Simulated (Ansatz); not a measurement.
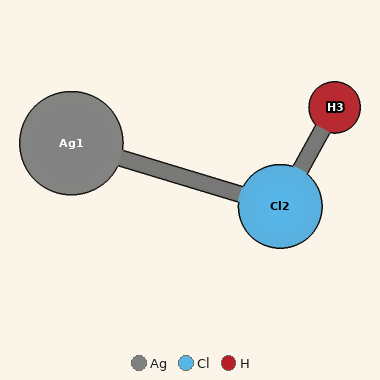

The system is AgClH, charge +1; the picture shows the reference structure. The turn is about an axis along (−0.48, 0.88, −0.00) in the frame of the relaxed pair, normal to the line between the partners. Coordinates scanned: (1) distance Cl2···Ag1; (2) turn of Ag1 about Cl2. The scan uses a 13 × 13 grid. At 6 points there is no value (left out of the scan, as a rule where atoms come close). Energies: kcal/mol, counted from the lowest grid point. Energies and slopes of some neighbouring points disagree (a jump in structure or state, or too coarse a mesh). All numbers below come from RKS PBE0-D4/def2-TZVPD in Ansatz.

Its coordinates:

```xyz
3

Ag   -1.1572   -0.6338    1.2281
Cl    0.7546    0.4133   -0.0005
H     0.4026    0.2205   -1.2275
```

Range: distance Cl2···Ag1 from 2.102 to 4.102 Å; turn of Ag1 about Cl2 from −90 to 90°.

**What will the energy surface look like?**

The lowest grid point is at distance Cl2···Ag1 = 2.531 Å, turn of Ag1 about Cl2 = 0°. The highest grid point, distance Cl2···Ag1 = 2.265 Å, turn of Ag1 about Cl2 = −75°, lies 88.2 kcal/mol above the lowest.

| turn of Ag1 about Cl2 ↓, distance Cl2···Ag1 → | 2.102 | 2.163 | 2.265 | 2.389 | 2.531 | 2.689 | 2.860 | 3.042 | 3.235 | 3.439 | 3.651 | 3.872 | 4.102 |
| --- | --- | --- | --- | --- | --- | --- | --- | --- | --- | --- | --- | --- | --- |
| 90 | 26.4 | 21.5 | 16.1 | 12.8 | 11.5 | 11.6 | 12.4 | 13.6 | 14.9 | 16.0 | 16.9 | 17.7 | 18.4 |
| 75 | 27.1 | 22.1 | 16.8 | 13.4 | 12.1 | 12.1 | 12.9 | 14.0 | 15.2 | 16.3 | 17.1 | 17.9 | 18.5 |
| 60 | 25.3 | 20.3 | 15.0 | 11.7 | 10.4 | 10.6 | 11.6 | 12.9 | 14.3 | 15.5 | 16.6 | 17.4 | 18.1 |
| 45 | 21.9 | 16.9 | 11.5 | 8.3 | 7.3 | 7.7 | 9.0 | 10.7 | 12.5 | 14.1 | 15.5 | 16.6 | 17.5 |
| 30 | 18.0 | 13.0 | 7.7 | 4.6 | 3.8 | 4.6 | 6.3 | 8.4 | 10.5 | 12.6 | 14.3 | 15.7 | 16.8 |
| 15 | 15.2 | 10.1 | 4.7 | 1.7 | 1.1 | 2.1 | 4.1 | 6.6 | 9.1 | 11.4 | 13.4 | 15.1 | 16.4 |
| 0 | 14.6 | 9.3 | 3.8 | 0.7 | 0.0 | 1.1 | 3.3 | 5.9 | 8.6 | 11.1 | 13.2 | 15.0 | 16.4 |
| −15 | 17.0 | 11.5 | 5.6 | 2.1 | 1.2 | 2.2 | 4.2 | 6.8 | 9.4 | 11.9 | 14.0 | 15.7 | 17.1 |
| −30 | 23.1 | 17.1 | 10.6 | 6.5 | 5.0 | 5.5 | 7.1 | 9.3 | 11.7 | 13.9 | 15.8 | 17.3 | 18.6 |
| −45 | 34.3 | 27.4 | 19.4 | 14.1 | 11.6 | 11.1 | 11.9 | 13.5 | 15.3 | 17.0 | 18.5 | 19.7 | 20.7 |
| −60 | 62.3 | 51.0 | 37.6 | 27.8 | 21.9 | 19.2 | 18.5 | 18.9 | 19.9 | 21.0 | 21.9 | 22.7 | 23.2 |
| −75 | – | – | 88.2 | 60.0 | 41.8 | 31.7 | 26.9 | 25.1 | 24.6 | 24.9 | 25.3 | 25.5 | 25.6 |
| −90 | – | – | – | – | 74.6 | 49.0 | 36.3 | 30.7 | 28.5 | 27.8 | 27.6 | 27.5 | 27.3 |

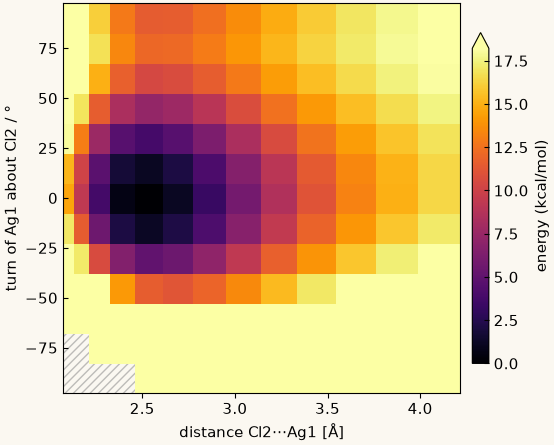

In the figure: one coloured cell a grid point, one colour for all values above the top of the scale, hatched blanks where no value was computed.

Each point was launched as `ansatz run input.yaml --threads 1 --pin off --max-ram 2048MiB --backend cpu --events-out ev --progress --plain --runs-dir out`. Time for the 163 points that were run: 7.2 min on 1 thread of Intel(R) Xeon(R) Platinum 8259CL CPU @ 2.50GHz (Skylake/Cascade Lake), on a shared host.
